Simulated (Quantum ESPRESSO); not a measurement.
**FePt: magnetism against a distortion at fixed volume**

How does a distortion at fixed volume change the magnetic state of FePt?

Calculated with Quantum ESPRESSO 7.5; PBE; plane waves with GBRV 1.5 PBE potentials, no spin-orbit coupling.

### Step 1. Starting point

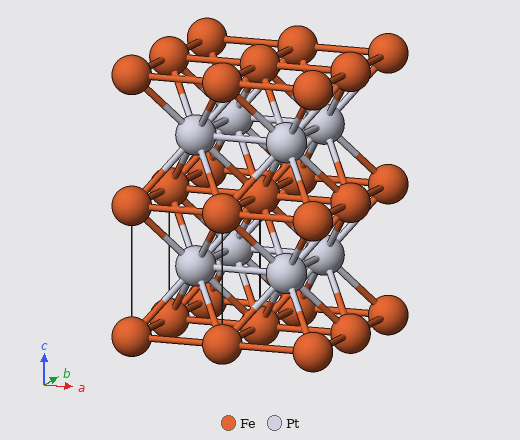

The cell as given, slightly off an axis (iron orange, platinum light grey). 2×2×2 cells are drawn. Some periodic images of atoms are drawn too.

The lattice constants were typed from memory of published values and not checked against a source.

### Step 2. Factor along z 0.9043, ferro +

Lengths along Cartesian z scale by the factor and those normal to it by its inverse root. Atoms keep their fractional places. Seeded atoms are those given a starting moment.

pw.in reads:

```
&CONTROL
  calculation = 'scf'
  prefix = 'pwscf'
  outdir = './tmp'
  pseudo_dir = './pseudo'
  disk_io = 'nowf'
  tprnfor = .true.
  tstress = .true.
/
&SYSTEM
  ibrav = 0
  celldm(1) = 8
  nat = 2
  ntyp = 2
  ecutwfc = 40
  ecutrho = 280
  nbnd = 24
  occupations = 'smearing'
  smearing = 'fd'
  degauss = 0.00367493
  nspin = 2
  starting_magnetization(1) = 0.175
  starting_magnetization(2) = 0
/
&ELECTRONS
  conv_thr = 4d-09
  electron_maxstep = 150
  mixing_beta = 0.3
/
ATOMIC_SPECIES
Fe     55.8450 fe_pbe_v1.5.uspp.F.UPF
Pt    195.0840 pt_pbe_v1.4.uspp.F.UPF
CELL_PARAMETERS alat
   0.6765873039209    0.0000000000000    0.0000000000000
   0.0000000000000    0.6765873039209    0.0000000000000
   0.0000000000000    0.0000000000000    0.7931336211244
ATOMIC_POSITIONS crystal
Fe      0.0000000000    0.0000000000    0.0000000000
Pt      0.5000000000    0.5000000000    0.5000000000
K_POINTS automatic
14 14 14 0 0 0
```

On the command line:

```console
$ OMP_NUM_THREADS=1 mpirun -n 4 pw.x -nk 4 -in pw.in > pw.out
```

The log of the run:

```text
Program PWSCF v.7.5 starts

     Message from routine setup:
     using ibrav=0 with symmetry is DISCOURAGED, use correct ibrav instead

     K-points division:     npool     =       4
     Subspace diagonalization in iterative solution of the eigenvalue problem:

     bravais-lattice index     =            0
     lattice parameter (alat)  =       8.0000  a.u.
     unit-cell volume          =     185.8934 (a.u.)^3
     number of atoms/cell      =            2
     number of atomic types    =            2
     number of electrons       =        32.00
     number of Kohn-Sham states=           24
     kinetic-energy cutoff     =      40.0000  Ry
     charge density cutoff     =     280.0000  Ry
     scf convergence threshold =      4.0E-09
     mixing beta               =       0.3000
     number of iterations used =            8  plain     mixing
     Exchange-correlation=  SLA  PW   PBX  PBC
                           (   1   4   3   4   0   0   0)

     celldm(1)=   8.000000  celldm(2)=   0.000000  celldm(3)=   0.000000
     celldm(4)=   0.000000  celldm(5)=   0.000000  celldm(6)=   0.000000

     crystal axes: (cart. coord. in units of alat)
               a(1) = (   0.676587   0.000000   0.000000 )
               a(2) = (   0.000000   0.676587   0.000000 )
               a(3) = (   0.000000   0.000000   0.793134 )

     reciprocal axes: (cart. coord. in units 2 pi/alat)
               b(1) = (  1.478006  0.000000  0.000000 )
               b(2) = (  0.000000  1.478006  0.000000 )
               b(3) = (  0.000000  0.000000  1.260822 )

     PseudoPot. # 1 for Fe read from file:
     fe_pbe_v1.5.uspp.F.UPF
     Pseudo is Ultrasoft + core correction, Zval = 16.0

     PseudoPot. # 2 for Pt read from file:
     pt_pbe_v1.4.uspp.F.UPF
     Pseudo is Ultrasoft + core correction, Zval = 16.0

     atomic species   valence    mass     pseudopotential
     Fe               16.00    55.84500     Fe( 1.00)
     Pt               16.00   195.08400     Pt( 1.00)

     Starting magnetic structure
     atomic species   magnetization
     Fe              0.175
     Pt              0.000

     16 Sym. Ops., with inversion, found

   Cartesian axes

     site n.     atom                  positions (alat units)
         1        Fe     tau(   1) = (   0.0000000   0.0000000   0.0000000  )
         2        Pt     tau(   2) = (   0.3382937   0.3382937   0.3965668  )

     number of k points=   288  Fermi-Dirac smearing, width (Ry)=  0.0037

     Number of k-points >= 100: set verbosity='high' to print them.

     Dense  grid:    14729 G-vectors     FFT dimensions: (  30,  30,  36)

     Smooth grid:     6349 G-vectors     FFT dimensions: (  24,  24,  25)

     Check: negative core charge=   -0.000029
     Generating pointlists ...
     new r_m :   0.2563 (alat units)  2.0507 (a.u.) for type    1
     new r_m :   0.2563 (alat units)  2.0507 (a.u.) for type    2

     Initial potential from superposition of free atoms

     starting charge      30.5000, renormalised to      32.0000

     negative rho (up, down):  9.413E-02 9.423E-02
     Starting wfcs are   25 randomized atomic wfcs

     Self-consistent Calculation

     iteration #  1     ecut=    40.00 Ry     beta= 0.30
     Davidson diagonalization with overlap
     ethr =  1.00E-02,  avg # of iterations =  4.0

     negative rho (up, down):  8.723E-02 8.717E-02

     total energy              =    -458.97439797 Ry
     estimated scf accuracy    <       7.09977233 Ry

     total magnetization       =     0.88 Bohr mag/cell
     absolute magnetization    =     1.01 Bohr mag/cell

     iteration #  2     ecut=    40.00 Ry     beta= 0.30
     Davidson diagonalization with overlap
     ethr =  1.00E-02,  avg # of iterations =  2.0

     negative rho (up, down):  8.774E-02 8.763E-02

     total energy              =    -460.13042420 Ry
     estimated scf accuracy    <      11.61605399 Ry

     total magnetization       =     1.03 Bohr mag/cell
     absolute magnetization    =     1.08 Bohr mag/cell

     [... further iterations left out ...]

     iteration # 13     ecut=    40.00 Ry     beta= 0.30
     Davidson diagonalization with overlap
     ethr =  1.27E-09,  avg # of iterations =  2.0

     negative rho (up, down):  8.716E-02 8.258E-02

     total energy              =    -461.06506375 Ry
     estimated scf accuracy    <       0.00000003 Ry

     total magnetization       =     3.50 Bohr mag/cell
     absolute magnetization    =     3.63 Bohr mag/cell

     iteration # 14     ecut=    40.00 Ry     beta= 0.30
     Davidson diagonalization with overlap
     ethr =  7.95E-11,  avg # of iterations =  3.0

     negative rho (up, down):  8.716E-02 8.258E-02

     Magnetic moment per site  (integrated on atomic sphere of radius R)
     atom   1 (R=0.256)  charge= 14.6374  magn=  3.0501
     atom   2 (R=0.256)  charge= 13.6283  magn=  0.4757

     End of self-consistent calculation

     Number of k-points >= 100: set verbosity='high' to print the bands.

     the Fermi energy is    20.2707 ev

!    total energy              =    -461.06506378 Ry
     estimated scf accuracy    <          3.1E-09 Ry
     smearing contrib. (-TS)   =      -0.00120400 Ry
     internal energy E=F+TS    =    -461.06385978 Ry

     The total energy is F=E-TS. E is the sum of the following terms:
     one-electron contribution =    -143.83716431 Ry
     hartree contribution      =      95.41515852 Ry
     xc contribution           =     -86.21031164 Ry
     ewald contribution        =    -326.43154234 Ry

     total magnetization       =     3.50 Bohr mag/cell
     absolute magnetization    =     3.63 Bohr mag/cell

     convergence has been achieved in  14 iterations

     negative rho (up, down):  8.716E-02 8.258E-02

     Forces acting on atoms (cartesian axes, Ry/au):

     atom    1 type  1   force =     0.00000000    0.00000000    0.00000000
     atom    2 type  2   force =     0.00000000    0.00000000    0.00000000

     Total force =     0.000000     Total SCF correction =     0.000000

     Computing stress (Cartesian axis) and pressure

     negative rho (up, down):  8.716E-02 8.258E-02
          total   stress  (Ry/bohr**3)                   (kbar)     P=       50.77
  -0.00003609   0.00000000   0.00000000           -5.31        0.00        0.00
   0.00000000  -0.00003609   0.00000000            0.00       -5.31        0.00
   0.00000000   0.00000000   0.00110761            0.00        0.00      162.93

=------------------------------------------------------------------------------=
   JOB DONE.
=------------------------------------------------------------------------------=
```

It took 48 s on 4 MPI ranks of Intel Xeon at 2.70GHz, shared host; peak memory 0.46 GiB.

Spin moment in the atom's sphere by atom:

| atom | spin moment in the atom's sphere (μB) |
| --- | --- |
| Fe1 | 3.05 |
| Pt2 | 0.48 |

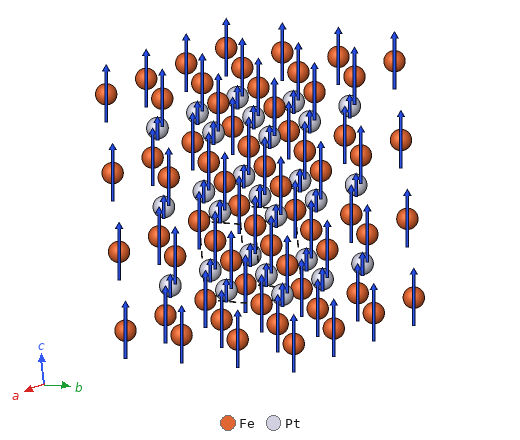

Spin moment in the atom's sphere as arrows, the longest 3.05 μB. Up and down stand for the sign. Arrows give size and sign along the axis of quantisation, drawn up and down the page. Each arrow also spans its atom, so small moments look longer than they are. 3×3×3 cells are drawn. Some periodic images of atoms are drawn too.

Numbers from this step:

| Property | Result |
| --- | --- |
| smearing term TS | 0.01638 eV |
| pressure | 5.077 GPa |
| magnetization | 3.497 μB |
| absolute magnetization | 3.635 μB |
| final state | ferromagnetic |

### Step 3. Factor along z 0.9043, no spin polarisation

pw.in: that of step 2 with these lines changed.

```diff
@@ -16,3 +16,3 @@
   ecutrho = 280
-  nbnd = 24
+  nbnd = 23
   occupations = 'smearing'
@@ -20,5 +20,2 @@
   degauss = 0.00367493
-  nspin = 2
-  starting_magnetization(1) = 0.175
-  starting_magnetization(2) = 0
 /
```

The log of the run:

```text
     [... lines left out ...]
Program PWSCF v.7.5 starts
     [... lines left out ...]
     number of atoms/cell      =            2
     [... lines left out ...]
     number of electrons       =        32.00
     number of Kohn-Sham states=           23
     kinetic-energy cutoff     =      40.0000  Ry
     charge density cutoff     =     280.0000  Ry
     scf convergence threshold =      4.0E-09
     [... lines left out ...]
     16 Sym. Ops., with inversion, found
     [... lines left out ...]
     number of k points=   288  Fermi-Dirac smearing, width (Ry)=  0.0037
     [... lines left out ...]
     iteration # 15     ecut=    40.00 Ry     beta= 0.30
     [... lines left out ...]
     the Fermi energy is    19.7937 ev
!    total energy              =    -461.00145288 Ry
     estimated scf accuracy    <          6.3E-10 Ry
     smearing contrib. (-TS)   =      -0.00317783 Ry
     [... lines left out ...]
     convergence has been achieved in  15 iterations
     [... lines left out ...]
     Total force =     0.000000     Total SCF correction =     0.000000
     [... lines left out ...]
          total   stress  (Ry/bohr**3)                   (kbar)     P=     -111.51
     [... lines left out ...]
```

Run time: 26 s. Hardware: 4 MPI ranks; peak memory 0.35 GiB; 1.7 min of CPU time.

Numbers from this step:

* smearing term TS: 0.04324 eV
* pressure: -11.15 GPa
* final state: non-magnetic (no spin polarisation)

### Step 4. Factor along z 1.0913, ferro +

pw.in: that of step 3 with these lines changed.

```diff
@@ -16,3 +16,3 @@
   ecutrho = 280
-  nbnd = 23
+  nbnd = 24
   occupations = 'smearing'
@@ -20,2 +20,5 @@
   degauss = 0.00367493
+  nspin = 2
+  starting_magnetization(1) = 0.175
+  starting_magnetization(2) = 0
 /
@@ -30,5 +33,5 @@
 CELL_PARAMETERS alat
-   0.6765873039209    0.0000000000000    0.0000000000000
-   0.0000000000000    0.6765873039209    0.0000000000000
-   0.0000000000000    0.0000000000000    0.7931336211244
+   0.6158969194390    0.0000000000000    0.0000000000000
+   0.0000000000000    0.6158969194390    0.0000000000000
+   0.0000000000000    0.0000000000000    0.9571455498541
 ATOMIC_POSITIONS crystal
```

The log of the run:

```text
     [... lines left out ...]
Program PWSCF v.7.5 starts
     [... lines left out ...]
     number of atoms/cell      =            2
     [... lines left out ...]
     number of electrons       =        32.00
     number of Kohn-Sham states=           24
     kinetic-energy cutoff     =      40.0000  Ry
     charge density cutoff     =     280.0000  Ry
     scf convergence threshold =      4.0E-09
     [... lines left out ...]
     16 Sym. Ops., with inversion, found
     [... lines left out ...]
     number of k points=   288  Fermi-Dirac smearing, width (Ry)=  0.0037
     [... lines left out ...]
     iteration # 17     ecut=    40.00 Ry     beta= 0.30
     [... lines left out ...]
     Magnetic moment per site  (integrated on atomic sphere of radius R)
     atom   1 (R=0.254)  charge= 14.5501  magn=  2.9269
     atom   2 (R=0.254)  charge= 13.5796  magn=  0.3113
     [... lines left out ...]
     the Fermi energy is    19.9737 ev
!    total energy              =    -461.06691850 Ry
     estimated scf accuracy    <          2.4E-10 Ry
     smearing contrib. (-TS)   =      -0.00081451 Ry
     [... lines left out ...]
     total magnetization       =     3.16 Bohr mag/cell
     absolute magnetization    =     3.37 Bohr mag/cell
     convergence has been achieved in  17 iterations
     [... lines left out ...]
     Total force =     0.000000     Total SCF correction =     0.000000
     [... lines left out ...]
          total   stress  (Ry/bohr**3)                   (kbar)     P=       53.01
     [... lines left out ...]
```

It took 40 s on 4 MPI ranks; peak memory 0.45 GiB; 2.6 min of CPU time.

Read from the output:

```
smearing term TS       : 0.01108 eV
pressure               : 5.301 GPa
magnetization          : 3.164 μB
absolute magnetization : 3.372 μB
final state            : ferromagnetic
largest moment         : 2.927 μB
```

### Step 5. All points

The runs not shown differ from these in the moved quantity alone.

States, by row:

| tetragonal | ferro + | no spin polarisation |
| --- | --- | --- |
| 0.9043 | ferromagnetic | non-magnetic |
| 0.9287 | ferromagnetic | non-magnetic |
| 0.9528 | ferromagnetic | non-magnetic |
| 0.9765 | ferromagnetic | non-magnetic |
| 1 | ferromagnetic | non-magnetic |
| 1.023 | ferromagnetic | non-magnetic |
| 1.046 | ferromagnetic | non-magnetic |
| 1.069 | ferromagnetic | non-magnetic |
| 1.091 | ferromagnetic | non-magnetic |

Table of largest site moment, ferro + by tetragonal:

| tetragonal (factor) | largest site moment, ferro + (μB) |
| --- | --- |
| 0.9043 | 3.05 |
| 0.9287 | 3.04 |
| 0.9528 | 3.04 |
| 0.9765 | 3.02 |
| 1.0000 | 3.00 |
| 1.0232 | 2.98 |
| 1.0461 | 2.96 |
| 1.0688 | 2.94 |
| 1.0913 | 2.93 |

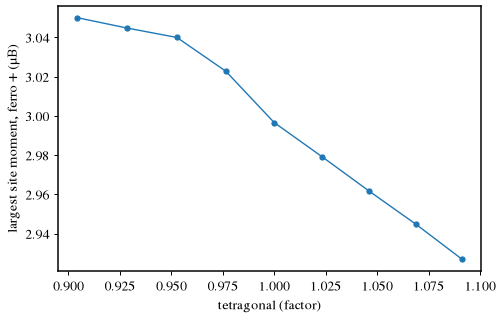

Largest site moment, ferro + against tetragonal.

Energy less that of the parallel start, no spin polarisation against tetragonal:

| tetragonal (factor) | energy less that of the parallel start, no spin polarisation (meV a seeded atom) |
| --- | --- |
| 0.9043 | 865 |
| 0.9287 | 848 |
| 0.9528 | 826 |
| 0.9765 | 806 |
| 1.0000 | 793 |
| 1.0232 | 788 |
| 1.0461 | 789 |
| 1.0688 | 794 |
| 1.0913 | 800 |

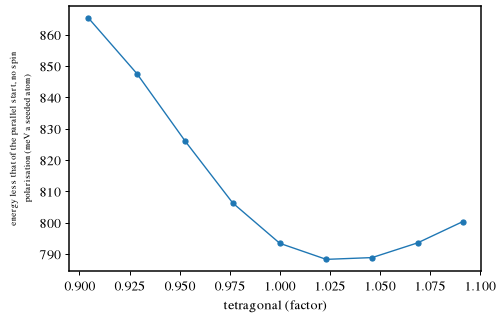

Energy less that of the parallel start, no spin polarisation against tetragonal.

The energy over the lowest by tetragonal; values in meV an atom:

| tetragonal (factor) | ferro + | no spin polarisation |
| --- | --- | --- |
| 0.9043 | 87.4 | 520 |
| 0.9287 | 51.3 | 475 |
| 0.9528 | 24.6 | 438 |
| 0.9765 | 7.83 | 411 |
| 1.0000 | 0 | 397 |
| 1.0232 | 2.09 | 396 |
| 1.0461 | 15.1 | 409 |
| 1.0688 | 39.2 | 436 |
| 1.0913 | 74.8 | 475 |

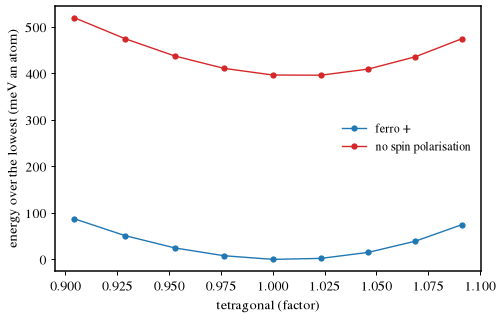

Energy over the lowest, plotted against tetragonal.

### Step 6. Summary of results

| Item | Value |
| --- | --- |
| moment, parallel start | 2.93 to 3.05 μB |
| states met from these starts | ferromagnetic |

**Reading.** The moment of the parallel start goes from 3.05 μB at 0.9043 to 2.93 μB at 1.0913. The net moment of the cell goes from 3.50 to 3.16 μB. The radius of the spheres follows the nearest distance, so part of the change of the site moments is the spheres'. Only a parallel start was run beside the spinless one, so opposed or spiral orders, which may lie lower, are not probed.

[Logs and program files are shortened in this print: banners, set-up blocks, solver, clock and traceback lines can be left out without a mark of their own.]

[Logs are printed without paths, hosts, clocks, repeated set-up lines and the standing remarks that a program may print on its own settings, such as how far it seeks lower states.]

[Hosts, paths, dates, database ids (printed as entryN), source tags and the programs' standing remarks are cut or masked in the printed files.]

[Where a cell is said to come from a database of computed structures, the database is the Materials Project.]
